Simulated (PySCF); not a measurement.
**BrF3Zr (ZrBrF3): density, localisation and related maps**

```xyz
5

Zr    0.0170   -0.0210   -0.1206
Br   -0.1615   -0.0770    2.3707
F     1.8357   -0.0488   -0.6234
F    -0.7717    1.5531   -0.8024
F    -0.8446   -1.5168   -0.8863
```

Geometry: PBE0-D3(BJ)/def2-SVP; core potentials replace the inner electrons of Zr.

Theory: wB97X-D/def2-SVPD, SCF density, gas phase, scalar-relativistic core potentials on the heavy atoms (PySCF).

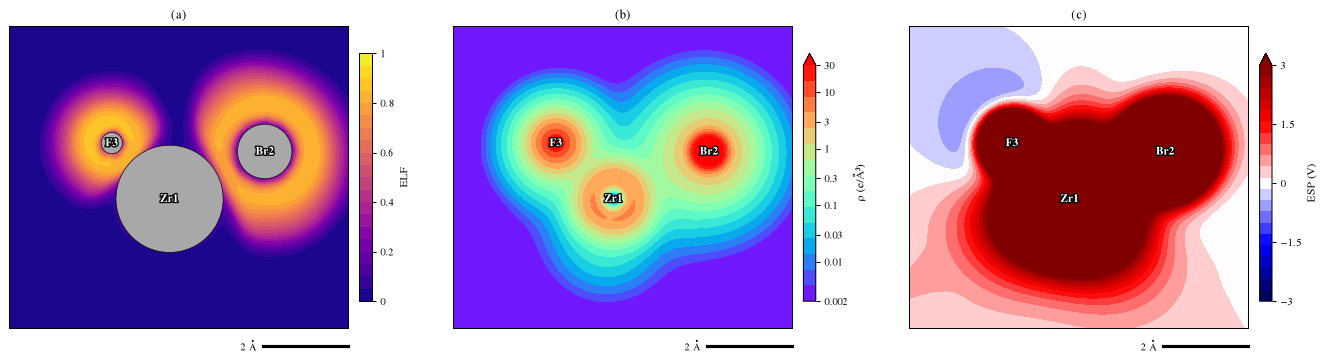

Figure 1. (a) electron localisation function; (b) electron density; (c) electrostatic potential on the plane of atoms Br2, Zr1 and F3. Grey discs cover the atomic cores in the ELF map.

Read the bonding off the picture.

Atoms in the plane: Zr, Br and F.
Zr–F (1.89 Å): ρ at the midpoint is about 0.96 e/Å³; the ELF peaks at about 0.85 in the valence shell of F, 0.5 Å from its nucleus, and drops to about 0.20 between the two atoms.
Zr–Br (2.50 Å): the density is about 0.53 e/Å³ at the midpoint; the ELF peaks at about 0.80 in the valence shell of Br, 1.0 Å from its nucleus, and is about 0.45 at the midpoint.
Outside the dense part of the molecule the potential is most negative (−0.7 V) near F3.

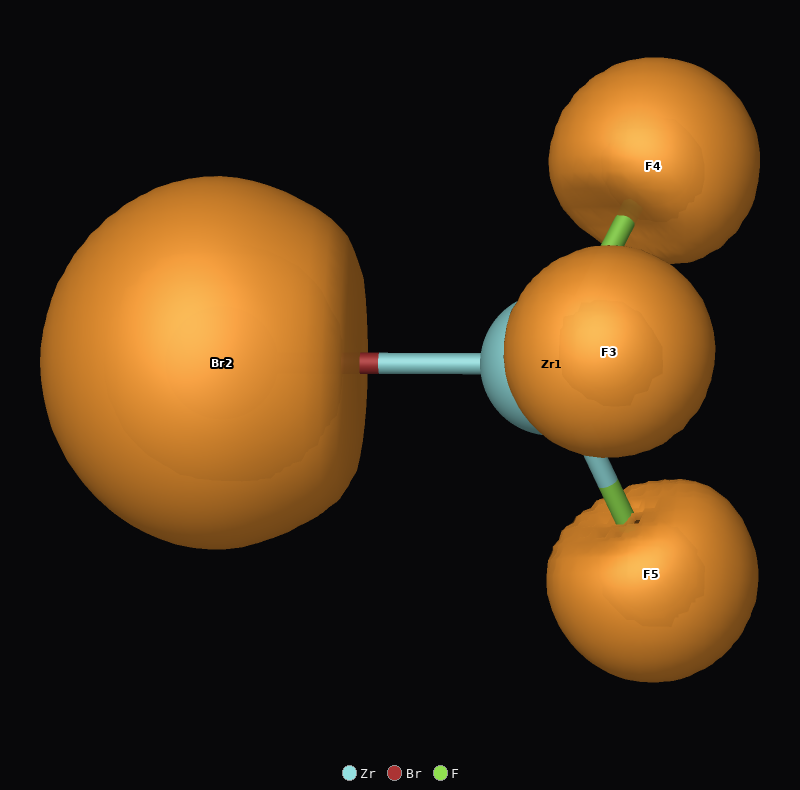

Figure 2. Isosurface of the ELF at 0.75 (orange), seen across its widest extent. Only the valence region is drawn (cores and ρ < 0.01 e/Å³ removed).

What do the ELF domains correspond to?

The ELF exceeds this value in one region wrapped around Br (its valence shell) and three regions wrapped around F (the valence shell of each).

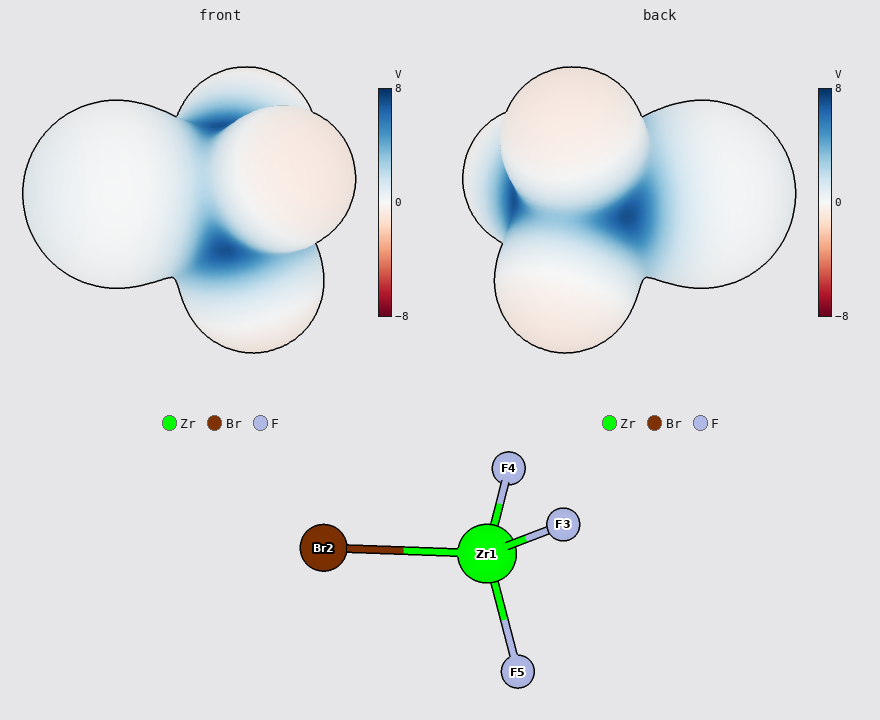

Figure 3. The molecular electrostatic potential painted on the density surface at 0.004 e/bohr³, seen from the front and from behind; the colour scale runs from red (negative) to blue (positive). The bare structure is drawn below in the same view.

Which sites attract a positive test charge, and which a negative one?

A positive charge is drawn to the negative regions and a negative charge to the positive ones. The most negative region (about −0.7 V) lies over F3, F4 and F5, the most positive (about +6.7 V) over Zr1. Br2 shows a σ-hole: about +0.6 V at the tip opposite its bond, against about +0.1 V on its flanks.

What dipole moment does the calculation give?

Its dipole moment is 0.06 D.
